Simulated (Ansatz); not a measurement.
## Geometry relaxation, with input and output: BSi$_{4}$NH$_{10}$ (part 2 of 2)

The same run, continued: BSi$_{4}$NH$_{10}$, SMILES N[SiH2][SiH]1B[SiH2][SiH2]1; RHF/6-31G* (Ansatz 0.2.0). It belongs to a series of runs on one base structure; here: end point B relaxed.

Geometry of the input (Å):
```
N  -2.1370  -2.1918  -0.4234
Si -0.4707  -1.8121  -0.8003
Si 0.3089  -0.3647  0.6845
B  2.1960  0.2968  0.1450
Si 1.3873  2.0984  -0.0946
Si -0.6611  1.5922  0.5176
H  -2.1964  -3.1711  -0.1335
H  -2.6449  -2.1475  -1.4029
H  -0.3538  -1.2033  -2.0999
H  0.3072  -3.0578  -0.7191
H  0.3191  -0.8892  2.0930
H  3.2017  -0.2024  0.0151
H  1.4036  2.5661  -1.4957
H  1.9775  3.0666  0.8776
H  -1.6206  1.6067  -0.5911
H  -1.0423  2.1785  1.8367
```

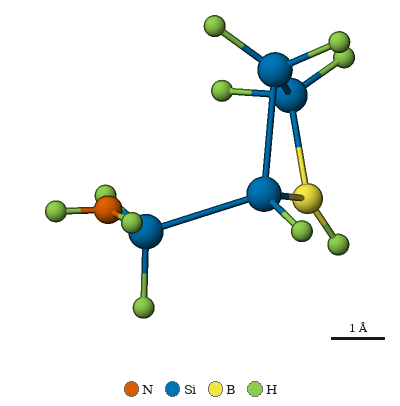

Figure 1. The geometry at step 12 of the log (ball-and-stick view, seen at a tilt).

### Trajectory as extended XYZ, continued
```
16
Properties=species:S:1:pos:R:3:forces:R:3 step=6 energy=-33757.95189
N    -2.1316   -2.3235   -0.6461   -0.0604  -0.0222  -0.0159
Si   -0.4581   -1.9585   -0.9124   -0.0752  -0.0636   0.0336
Si    0.3402   -0.5100    0.7754   -0.0276  -0.0071  -0.0045
B     2.1431    0.3475    0.2533    0.0088   0.0211   0.0009
Si    1.4853    2.2690   -0.1521    0.0114  -0.0169   0.0134
Si   -0.6789    1.6339    0.5974   -0.0114   0.0066  -0.0243
H    -2.4447   -2.7657    0.1918    0.0957   0.0388   0.0928
H    -2.7231   -2.5875   -1.4060    0.0839   0.0354  -0.0990
H    -0.3669   -1.2736   -2.2190   -0.0224  -0.0107  -0.0186
H     0.4248   -3.1503   -0.9891   -0.0048   0.0160  -0.0053
H     0.2917   -1.2014    2.0895   -0.0056  -0.0029  -0.0101
H     3.2403   -0.1065    0.2338   -0.0029  -0.0101   0.0085
H     1.6023    2.7044   -1.5642   -0.0036  -0.0088   0.0096
H     2.1521    3.2794    0.7050    0.0011   0.0226  -0.0159
H    -1.7722    1.7240   -0.3961   -0.0007   0.0056   0.0226
H    -1.1298    2.2842    1.8479    0.0137  -0.0038   0.0122
16
Properties=species:S:1:pos:R:3:forces:R:3 step=7 energy=-33757.96704
N    -2.1212   -2.3239   -0.6773    0.0159   0.0036  -0.0205
Si   -0.4541   -1.9401   -0.9463   -0.0481   0.0237  -0.0090
Si    0.3156   -0.5126    0.7709    0.0459   0.0103   0.0145
B     2.1410    0.3509    0.3234   -0.0210  -0.0499   0.0221
Si    1.4823    2.2492   -0.1735   -0.0153   0.0272   0.0027
Si   -0.6708    1.6488    0.6400    0.0053  -0.0003  -0.0237
H    -2.4195   -2.7420    0.1782    0.0063   0.0033   0.0273
H    -2.6869   -2.6361   -1.4387    0.0070  -0.0076  -0.0131
H    -0.3802   -1.2463   -2.2498    0.0069  -0.0066  -0.0041
H     0.4454   -3.1168   -1.0368    0.0112  -0.0073  -0.0003
H     0.2269   -1.2377    2.0656    0.0059   0.0042  -0.0122
H     3.2416   -0.0929    0.3983   -0.0329   0.0281   0.0042
H     1.5398    2.5464   -1.6252   -0.0034  -0.0351   0.0009
H     2.1657    3.3508    0.5457    0.0003   0.0004  -0.0071
H    -1.8130    1.7813   -0.2898    0.0014   0.0239   0.0029
H    -1.0381    2.2865    1.9244    0.0145  -0.0179   0.0154
16
Properties=species:S:1:pos:R:3:forces:R:3 step=8 energy=-33757.97147
N    -2.1133   -2.3243   -0.7146   -0.1756  -0.1867  -0.0420
Si   -0.4523   -1.9134   -0.9844   -0.0149  -0.0007  -0.0061
Si    0.2921   -0.5152    0.7682    0.0709  -0.0046  -0.0399
B     2.1325    0.3561    0.3928    0.0716  -0.0446   0.0281
Si    1.4735    2.2318   -0.1913    0.1234   0.1566  -0.1244
Si   -0.6662    1.6606    0.6777   -0.0397   0.0806   0.0541
H    -2.4084   -2.6800    0.1770    0.0401   0.0647  -0.3073
H    -2.6498   -2.7255   -1.4662    0.1635   0.1206   0.3446
H    -0.3820   -1.2164   -2.2863    0.0137   0.0142   0.0152
H     0.4690   -3.0732   -1.0803   -0.0016  -0.0172  -0.0042
H     0.1793   -1.2774    2.0420   -0.0188   0.0479  -0.0371
H     3.2374   -0.0691    0.5542   -0.1789   0.0769  -0.0135
H     1.4795    2.3701   -1.6832   -0.0173  -0.0356   0.2813
H     2.1788    3.4148    0.3914   -0.1300  -0.2155  -0.1248
H    -1.8443    1.8718   -0.1979    0.0677  -0.0343   0.0755
H    -0.9510    2.2548    2.0098    0.0258  -0.0223  -0.0996
16
Properties=species:S:1:pos:R:3:forces:R:3 step=9 energy=-33757.97183
N    -2.1130   -2.3260   -0.7212    0.4433   0.3382  -0.1393
Si   -0.4515   -1.9157   -0.9852    0.0350   0.0793   0.0243
Si    0.2893   -0.5144    0.7655    0.0170   0.0311   0.0396
B     2.1327    0.3556    0.4047    0.0622  -0.0248   0.0557
Si    1.4729    2.2250   -0.1956    0.0861   0.1804  -0.1898
Si   -0.6618    1.6651    0.6903   -0.0324   0.0809   0.0486
H    -2.3858   -2.7416    0.1350   -0.1980  -0.2031   0.3374
H    -2.6413   -2.6778   -1.4832   -0.2726  -0.1709  -0.2213
H    -0.3756   -1.2030   -2.2788   -0.0004  -0.0237   0.0110
H     0.4672   -3.0777   -1.0785    0.0003  -0.0100  -0.0220
H     0.1488   -1.2510    2.0511    0.0339  -0.0047  -0.0473
H     3.2354   -0.0651    0.5857   -0.1583   0.0698  -0.0202
H     1.4449    2.3189   -1.6919    0.0261  -0.0224   0.2912
H     2.1847    3.4272    0.3424   -0.1463  -0.2537  -0.1338
H    -1.8627    1.8723   -0.1554    0.0996   0.0081   0.0580
H    -0.9094    2.2737    2.0242    0.0045  -0.0743  -0.0921
16
Properties=species:S:1:pos:R:3:forces:R:3 step=10 energy=-33757.98739
N    -2.0781   -2.2743   -0.7594   -0.1050  -0.0776  -0.0211
Si   -0.4113   -1.8764   -0.9912    0.0062   0.0512  -0.0422
Si    0.2787   -0.5232    0.8101    0.0757   0.0670   0.1194
B     2.1142    0.3582    0.4751   -0.0660  -0.0201  -0.2161
Si    1.4376    2.1805   -0.2342    0.0361   0.0124   0.0688
Si   -0.6657    1.6586    0.7364   -0.0068  -0.0146  -0.0446
H    -2.3855   -2.6643    0.1074    0.0094   0.0190  -0.0062
H    -2.6090   -2.6511   -1.5179    0.0170   0.0170   0.0040
H    -0.3043   -1.1290   -2.2626    0.0032  -0.0311   0.0016
H     0.4941   -3.0473   -1.1037    0.0176   0.0111  -0.0015
H     0.1228   -1.3039    2.0657    0.0006   0.0103  -0.0130
H     3.2117   -0.0565    0.6385    0.0690   0.0179   0.1151
H     1.3684    2.1360   -1.7176   -0.0086  -0.0194   0.0331
H     2.1490    3.4217    0.1598   -0.0392  -0.0625  -0.0181
H    -1.8852    1.8705   -0.0702   -0.0152   0.0180   0.0193
H    -0.8628    2.2660    2.0727    0.0060   0.0014   0.0016
16
Properties=species:S:1:pos:R:3:forces:R:3 step=11 energy=-33757.98582 accepted=F
N    -2.0683   -2.2486   -0.8015   -0.4494  -0.3160   0.1328
Si   -0.4035   -1.8225   -0.9939    0.0327  -0.1313  -0.0643
Si    0.2873   -0.5244    0.8490   -0.0565  -0.0543  -0.1082
B     2.1214    0.3351    0.4793   -0.1249   0.2324   0.2163
Si    1.4135    2.1298   -0.2685    0.0736  -0.0126  -0.1107
Si   -0.6718    1.6502    0.7611    0.1792  -0.0320   0.1020
H    -2.4017   -2.6183    0.0731    0.1703   0.1679  -0.3014
H    -2.5834   -2.6592   -1.5614    0.2270   0.1669   0.1844
H    -0.2773   -1.0730   -2.2624    0.0004   0.0294   0.0445
H     0.5179   -2.9813   -1.1085    0.0086  -0.0184  -0.0157
H     0.1299   -1.3314    2.0873    0.0004   0.0240  -0.0278
H     3.2174   -0.0219    0.7625   -0.0025  -0.0191  -0.0554
H     1.2983    1.9899   -1.7423   -0.0340   0.0300  -0.0011
H     2.1208    3.4015    0.0202   -0.0174  -0.0837   0.0093
H    -1.9198    1.8859    0.0102   -0.0110  -0.0447  -0.0248
H    -0.8061    2.2537    2.1049    0.0034   0.0615   0.0201
16
Properties=species:S:1:pos:R:3:forces:R:3 step=12 energy=-33757.99612
N    -2.0853   -2.2814   -0.7785   -0.0847  -0.0672   0.0271
Si   -0.4192   -1.8664   -0.9913    0.0153   0.0168  -0.0598
Si    0.2823   -0.5224    0.8163    0.0162  -0.0085   0.0252
B     2.1154    0.3546    0.4663    0.0199   0.0328   0.0278
Si    1.4334    2.1687   -0.2518    0.0452  -0.0123  -0.0164
Si   -0.6563    1.6613    0.7529   -0.0071   0.0036  -0.0291
H    -2.3999   -2.6698    0.0871    0.0165   0.0293  -0.0376
H    -2.6055   -2.6640   -1.5421    0.0372   0.0268   0.0172
H    -0.3054   -1.1214   -2.2630   -0.0061  -0.0013   0.0049
H     0.4985   -3.0281   -1.1051    0.0042  -0.0015   0.0110
H     0.1320   -1.3100    2.0676    0.0121   0.0108  -0.0056
H     3.2144   -0.0262    0.7123   -0.0401   0.0204   0.0058
H     1.3426    2.1002   -1.7334   -0.0227   0.0092   0.0380
H     2.1475    3.4146    0.1177   -0.0178  -0.0538  -0.0205
H    -1.8869    1.8797   -0.0349   -0.0069   0.0008   0.0113
H    -0.8330    2.2760    2.0889    0.0187  -0.0057   0.0007
16
Properties=species:S:1:pos:R:3:forces:R:3 step=13 energy=-33758.00058
N    -2.0806   -2.2719   -0.7989   -0.0169  -0.0122   0.0121
Si   -0.4122   -1.8582   -1.0017    0.0075  -0.0040  -0.0059
Si    0.2843   -0.5277    0.8204    0.0027   0.0270   0.0042
B     2.1120    0.3675    0.4935   -0.0131  -0.0755   0.0090
Si    1.4225    2.1498   -0.2798    0.0048   0.0069   0.0137
Si   -0.6505    1.6592    0.7674    0.0236  -0.0128   0.0118
H    -2.4035   -2.6582    0.0634    0.0029   0.0080  -0.0006
H    -2.5981   -2.6464   -1.5669    0.0097   0.0038  -0.0132
H    -0.2909   -1.1120   -2.2711   -0.0015   0.0079   0.0015
H     0.5050   -3.0213   -1.1088   -0.0020   0.0000  -0.0028
H     0.1361   -1.3209    2.0674   -0.0080  -0.0040  -0.0016
H     3.1993    0.0035    0.8066   -0.0156   0.0646  -0.0159
H     1.2884    2.0390   -1.7536    0.0140  -0.0124   0.0111
H     2.1424    3.4032    0.0384   -0.0106   0.0018  -0.0205
H    -1.9044    1.8900    0.0217   -0.0020   0.0028  -0.0003
H    -0.7751    2.2700    2.1112    0.0046  -0.0018  -0.0024
16
Properties=species:S:1:pos:R:3:forces:R:3 step=14 energy=-33758.00289
N    -2.0686   -2.2525   -0.8334   -0.0537  -0.0342   0.0527
Si   -0.3977   -1.8357   -1.0087   -0.0104  -0.0048  -0.0057
Si    0.2809   -0.5353    0.8432   -0.0128   0.0140  -0.0149
B     2.1019    0.3726    0.5303    0.0537  -0.0534   0.0525
Si    1.3999    2.1156   -0.3180    0.0404   0.0295  -0.0363
Si   -0.6433    1.6559    0.8032    0.0160   0.0071  -0.0092
H    -2.4082   -2.6383    0.0236    0.0345   0.0306  -0.0228
H    -2.5780   -2.6248   -1.6080    0.0310   0.0145  -0.0278
H    -0.2588   -1.0698   -2.2648   -0.0025  -0.0013   0.0102
H     0.5197   -2.9984   -1.1212   -0.0023   0.0051  -0.0029
H     0.1219   -1.3473    2.0762   -0.0029   0.0024   0.0016
H     3.1831    0.0459    0.9095   -0.0780   0.0833  -0.0606
H     1.2301    1.9077   -1.7827    0.0041   0.0164   0.1131
H     2.1175    3.3965   -0.1002   -0.0479  -0.0872  -0.0229
H    -1.9243    1.9027    0.1079    0.0244  -0.0109   0.0201
H    -0.7015    2.2707    2.1521    0.0063  -0.0111  -0.0472
16
Properties=species:S:1:pos:R:3:forces:R:3 step=15 energy=-33758.00408
N    -2.0702   -2.2527   -0.8328   -0.0653  -0.0417   0.0553
Si   -0.4001   -1.8328   -1.0067    0.0065  -0.0187  -0.0144
Si    0.2826   -0.5371    0.8465   -0.0212   0.0186  -0.0090
B     2.1039    0.3694    0.5318    0.0088  -0.0081   0.0174
Si    1.4039    2.1151   -0.3099   -0.0181   0.0029  -0.0606
Si   -0.6445    1.6518    0.7969    0.0374   0.0294   0.0289
H    -2.4094   -2.6398    0.0240    0.0353   0.0330  -0.0341
H    -2.5780   -2.6263   -1.6083    0.0401   0.0232  -0.0101
H    -0.2624   -1.0632   -2.2605   -0.0023   0.0018   0.0098
H     0.5189   -2.9938   -1.1235   -0.0035  -0.0006  -0.0053
H     0.1207   -1.3458    2.0815    0.0006   0.0002  -0.0048
H     3.1886    0.0495    0.8963   -0.0152   0.0289  -0.0154
H     1.2279    1.9092   -1.7715    0.0233   0.0041   0.0531
H     2.1215    3.3942   -0.0964   -0.0324  -0.0534  -0.0022
H    -1.9260    1.8910    0.1018    0.0183  -0.0020   0.0010
H    -0.7030    2.2767    2.1397   -0.0123  -0.0175  -0.0097
16
Properties=species:S:1:pos:R:3:forces:R:3 step=16 energy=-33758.00512
N    -2.0694   -2.2497   -0.8322   -0.0049  -0.0063  -0.0056
Si   -0.3990   -1.8316   -1.0071    0.0103   0.0183  -0.0001
Si    0.2804   -0.5376    0.8488    0.0144   0.0031  -0.0010
B     2.1019    0.3709    0.5373   -0.0385   0.0059  -0.0069
Si    1.3988    2.1068   -0.3190    0.0144  -0.0091   0.0148
Si   -0.6403    1.6533    0.8017   -0.0062  -0.0108  -0.0092
H    -2.4066   -2.6438    0.0208    0.0000  -0.0003   0.0025
H    -2.5733   -2.6156   -1.6134    0.0013   0.0017   0.0002
H    -0.2645   -1.0567   -2.2580    0.0001  -0.0049   0.0053
H     0.5204   -2.9917   -1.1292   -0.0067   0.0000  -0.0024
H     0.1157   -1.3495    2.0810   -0.0011  -0.0019   0.0030
H     3.1866    0.0670    0.9088    0.0237  -0.0058   0.0095
H     1.2288    1.8906   -1.7761   -0.0087   0.0020  -0.0093
H     2.1128    3.3849   -0.1096    0.0043   0.0047  -0.0046
H    -1.9222    1.8948    0.1098   -0.0046  -0.0017   0.0017
H    -0.6956    2.2734    2.1455    0.0021   0.0052   0.0022
16
Properties=species:S:1:pos:R:3:forces:R:3 step=17 energy=-33758.00530
N    -2.0684   -2.2468   -0.8346   -0.0040   0.0030   0.0021
Si   -0.3979   -1.8278   -1.0066    0.0015  -0.0016  -0.0004
Si    0.2821   -0.5390    0.8527    0.0036   0.0006   0.0014
B     2.1015    0.3711    0.5407   -0.0012  -0.0033   0.0015
Si    1.3976    2.1030   -0.3218   -0.0001  -0.0037   0.0000
Si   -0.6404    1.6509    0.8029    0.0006  -0.0007   0.0013
H    -2.4069   -2.6419    0.0174    0.0007   0.0003  -0.0010
H    -2.5716   -2.6111   -1.6171    0.0016   0.0011  -0.0005
H    -0.2614   -1.0504   -2.2551   -0.0002   0.0015   0.0001
H     0.5188   -2.9895   -1.1319    0.0028   0.0002  -0.0006
H     0.1169   -1.3524    2.0839   -0.0005  -0.0002  -0.0002
H     3.1867    0.0709    0.9171   -0.0026   0.0021   0.0002
H     1.2220    1.8814   -1.7777   -0.0011   0.0000  -0.0036
H     2.1120    3.3824   -0.1207   -0.0003   0.0003  -0.0011
H    -1.9249    1.8892    0.1147    0.0005  -0.0001  -0.0002
H    -0.6915    2.2754    2.1450   -0.0011   0.0005   0.0010
16
Properties=species:S:1:pos:R:3:forces:R:3 step=18 energy=-33758.00540
N    -2.0664   -2.2412   -0.8387    0.0052   0.0076  -0.0051
Si   -0.3950   -1.8234   -1.0069   -0.0024  -0.0006   0.0048
Si    0.2828   -0.5414    0.8579    0.0026  -0.0019   0.0032
B     2.1004    0.3711    0.5467    0.0108  -0.0005   0.0046
Si    1.3937    2.0951   -0.3284   -0.0014   0.0020  -0.0052
Si   -0.6393    1.6484    0.8074   -0.0003   0.0034   0.0017
H    -2.4068   -2.6387    0.0113   -0.0024  -0.0031   0.0012
H    -2.5680   -2.6020   -1.6237   -0.0033  -0.0018   0.0014
H    -0.2562   -1.0411   -2.2520    0.0000  -0.0001  -0.0007
H     0.5206   -2.9855   -1.1351    0.0024   0.0000  -0.0010
H     0.1157   -1.3572    2.0872    0.0004  -0.0004  -0.0013
H     3.1851    0.0796    0.9327   -0.0134   0.0020  -0.0046
H     1.2104    1.8612   -1.7817    0.0021   0.0008   0.0027
H     2.1071    3.3774   -0.1417   -0.0014  -0.0041  -0.0005
H    -1.9275    1.8864    0.1258    0.0023  -0.0015   0.0005
H    -0.6819    2.2767    2.1483   -0.0013  -0.0017  -0.0015
```
